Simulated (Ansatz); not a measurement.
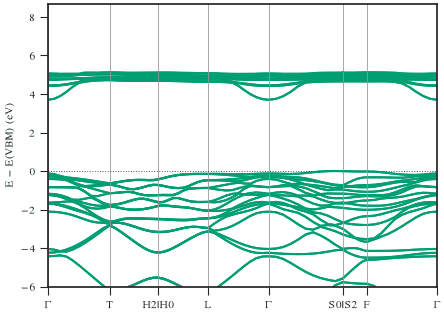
Figure: Band structure from PBEsol with spin–orbit coupling in the plane-wave PAW code Ansatz

### Question
Read off the gap and where the band edges lie.

### Answer
About 3.7 eV (3.70 eV by a search for the band edges); maximum on the Γ–S0 line, 90 % of the way from Γ, minimum at Γ.

The material is LaGaO3 in space group R-3c (No. 167; La on 6a, Ga on 6b, O on 18e).

The workflow started from a Materials Project entry (that database holds measured and hypothetical structures alike); the Crystallography Open Database files this formula in space group No. 167, but the cells were not matched. Its standing as an ambient phase is unchecked. Symmetry was held in the PBEsol relaxation; phonons show weakly imaginary modes.

Potentials: the later of the program's two PAW sets.
